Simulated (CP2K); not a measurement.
Consider fluorocarbonylketene at its PBE geometry (Å).

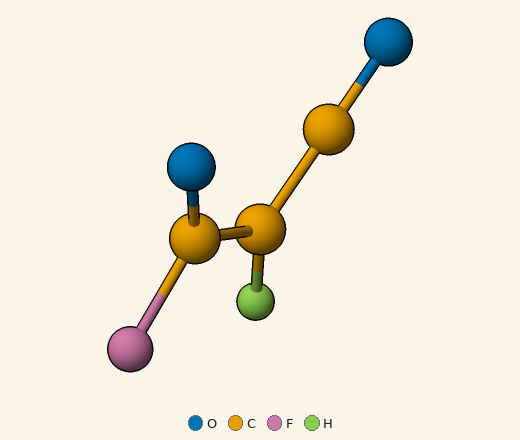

The molecule (oxygen blue, carbon orange, fluorine pink, hydrogen green).

```xyz
7

O     2.3968   -0.6415   -0.4119
C     1.3882   -0.1194   -0.1609
C     0.2276    0.4736    0.1232
C    -0.9992   -0.2948    0.0034
O    -1.1610   -1.4419   -0.3228
F    -2.0843    0.5077    0.3368
H     0.2319    1.5164    0.4322
```

Method: CP2K XAS_TDP, all-electron GAPW, PBEh(45%), aug-cc-pVDZ, TDA, GW2X-corrected core level, no relativity.

Q: Where do the F K-edge lines lie, and how strong are they?

Leading lines: F6 688.22 eV. The leading line of an atom is its first one with 35 % of the strongest within 2.5 eV of its lowest line over the strength cut. Core ionisation energies at this level: F6 692.64 eV.

The first six lines of each atom with a strength over 0.0015:

| atom | energy (eV) | states | strength, one atom | above the computed threshold |
| --- | --- | --- | --- | --- |
| F6 (bonded to C) | 688.22 | 1 | 0.0099 |  |
|  | 688.66 | 1 | 0.0152 |  |
|  | 690.33 | 1 | 0.0063 |  |
|  | 691.35 | 1 | 0.0112 |  |
|  | 691.83 | 1 | 0.0052 |  |
|  | 692.26 | 1 | 0.0053 |  |

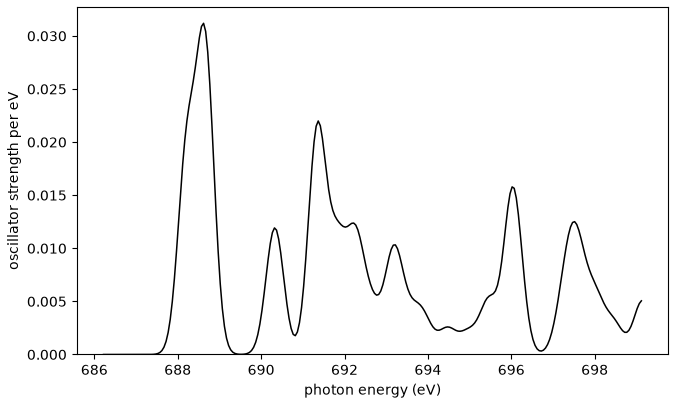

All atoms added, broadened by 0.5 eV.

Lines are vertical, at one geometry, with no vibrational structure. GW2X ionisation energies and lines can be off by 1 to 2 eV either way, and a good line position may hide errors that cancel. These values hold no scalar relativity, about 0.7 eV for F 1s. Rydberg lines, and the discretised continuum above threshold, depend on the basis and the box.

[Banner, clock and machine lines of the logs are left out without a mark of their own.]

[Logs are printed without paths, hosts, clocks, repeated set-up lines and the standing remarks that a program may print on its own settings, such as how far it seeks lower states.]

[Hosts, paths, dates, database ids (printed as entryN), source tags and the programs' standing remarks are cut or masked in the printed files.]
